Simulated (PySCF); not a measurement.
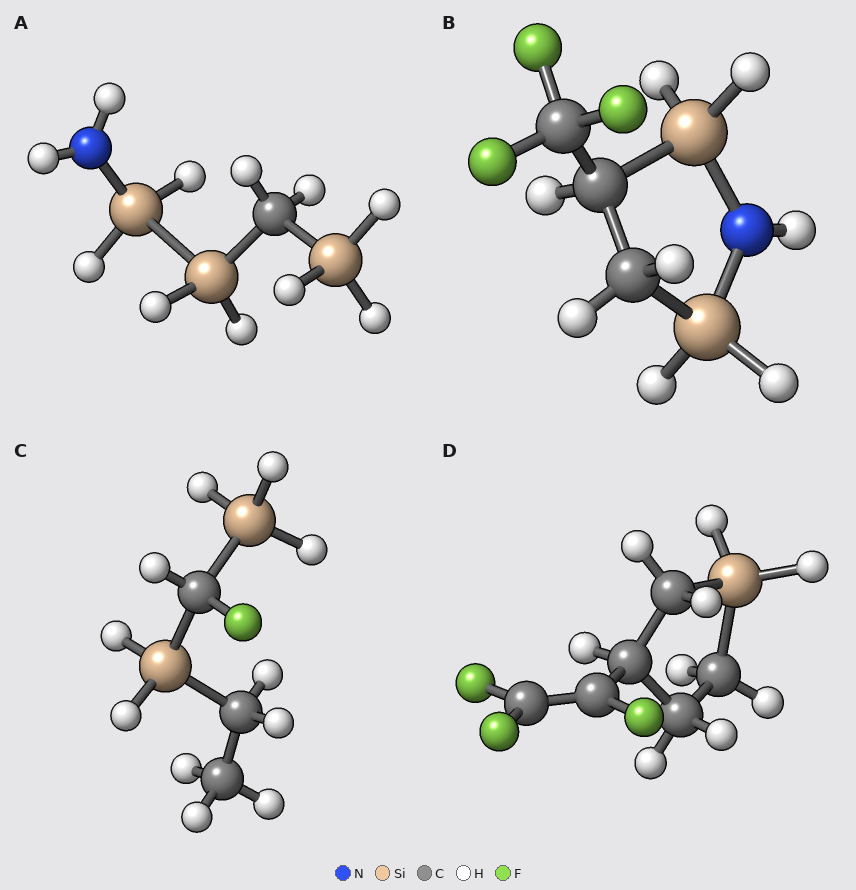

Figure made from data computed with PySCF.

**Which panel belongs to which SMILES?**
(1) CC[SiH2][C@@H](F)[SiH3]
(2) FC(F)=C(F)[C@@H]1CC[SiH2]C1
(3) [NH2+][SiH2][SiH2]C[SiH3]
(4) FC(F)(F)[C@@H]1C[SiH2]N[SiH2]1

A is (3), B is (4), C is (1), D is (2).
